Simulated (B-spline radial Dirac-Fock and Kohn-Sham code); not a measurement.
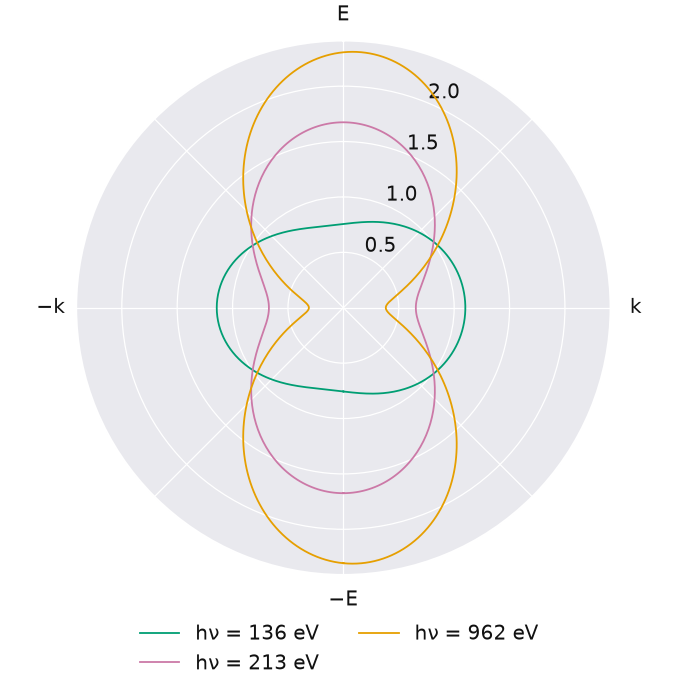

Angular distribution of photoelectrons from N5 (4d5/2) in the plane of the polarisation E (up) and the photon direction k (right), relative to an isotropic one. Species: the ion Ru³⁺. Computed with a B-spline radial atomic code: a Dirac–Hartree–Slater potential; 1 + βP₂(cos θ) + (δ + γ cos²θ) sin θ cos φ with E1 and E1–E2 terms. Open shells are averaged over j.

**Is the pattern at 962 eV symmetric between forward and backward?**

No: 45° forward of E it is 1.2 times the value 45° backward, from the non-dipole terms.

**What are β, γ and δ at 962 eV?**

β = 1.306, γ = 0.190, δ = 0.036.
